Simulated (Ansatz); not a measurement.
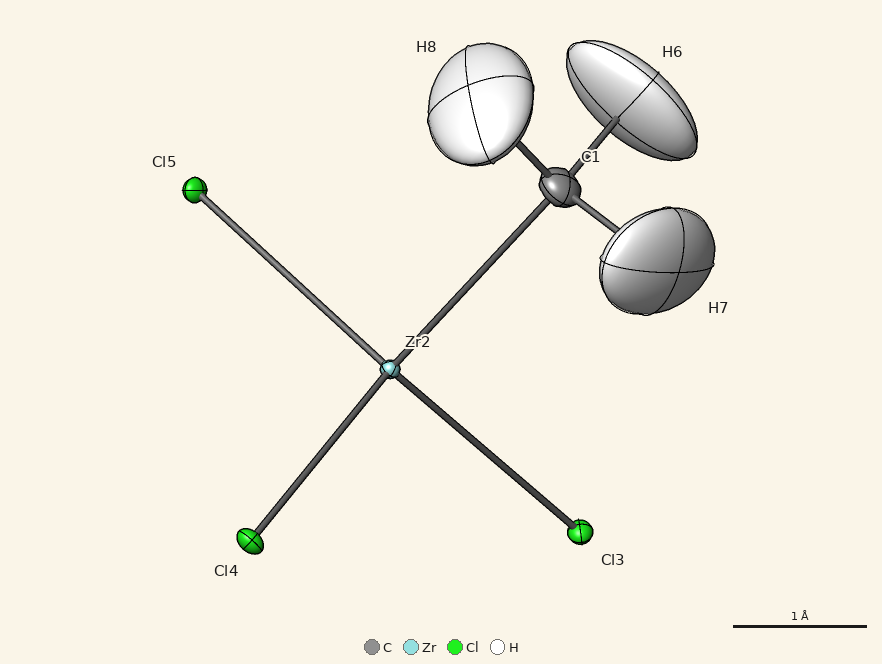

Displacement ellipsoids at the 50 % level, enlarged 1.5 times, from the internal vibrations of the free molecule (harmonic, no overall translation or rotation; no half-axis is drawn under 0.075 Å). Charge 0, singlet. Vibrations computed with RKS PBE0-D4/def2-TZVP, core potentials on Zr (Ansatz 0.2.0). Temperature: 0 K (zero-point motion alone).

Which atom has the largest mean-square displacement?

H6, H7, H8, with U_eq = 0.0380 Å².

Does H7 move more along its bond or across it?

Across it: the root-mean-square amplitude is 0.101 Å along the bond and up to 0.265 Å across, since bending and torsion are softer than stretching.

Give the displacement parameters, one line for each set of equivalent atoms.

```
         atom  U_eq (Å²)   rms amplitudes (Å)
           C1     0.0047  0.053, 0.075, 0.075
          Zr2    0.00056  0.022, 0.022, 0.027
Cl3, Cl4, Cl5     0.0018  0.035, 0.042, 0.049
   H6, H7, H8     0.0380  0.098, 0.185, 0.265
```
